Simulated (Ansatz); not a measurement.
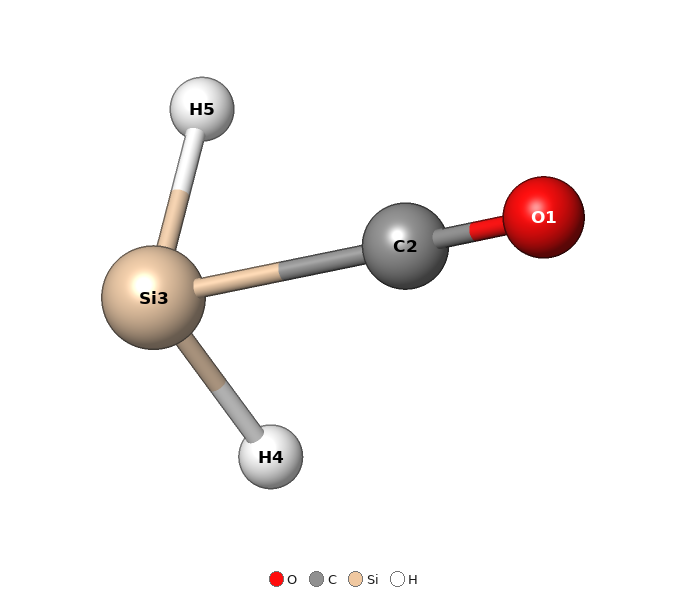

The geometry was computed by an optimisation with PBE0-D4/def2-TZVP. No frequency run is at hand to confirm it as a minimum.

### How are the neighbours of atom 3 arranged?

Si3 has 3 neighbours (C2 at 1.87, H4 at 1.51, H5 at 1.51 Å); the arrangement is trigonal pyramidal.
